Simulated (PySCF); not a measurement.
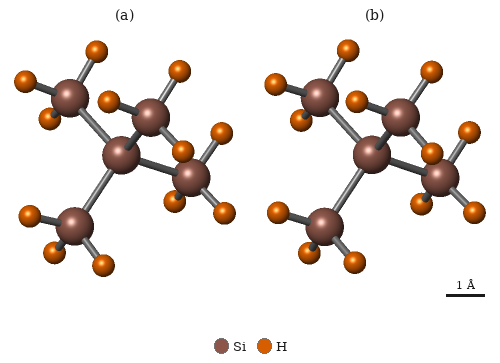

The structure of Si5H12 before (left) and after (right) a relaxation, at one scale.

A ball-and-stick model, seen face on.

The start comes from GFN2-xTB. Its atoms were then displaced at random by about 0.01 Å.

Computed with PySCF 2.14.0, density-fitted response routines, PBE0-D3(BJ)/def2-TZVP geometry optimisation, gas phase. 

Summarise the run.

Answer. Over 4 geometry steps the energy falls by 3.74 kcal/mol. An H atom moves most after the best rigid fit: 0.16 Å. Largest moves by element: H 0.16 Å, Si 0.05 Å. Among the contacts that change: H–Si 1.441 → 1.488 Å, Si–Si 2.313 → 2.336 Å, H–Si 1.469 → 1.488 Å, Si–Si 2.346 → 2.336 Å. Among the angles between lasting bonds that change: H–Si–H 103.5° → 108.6°, Si–Si–H 114.6° → 110.3°, Si–Si–H 114.3° → 110.6°.
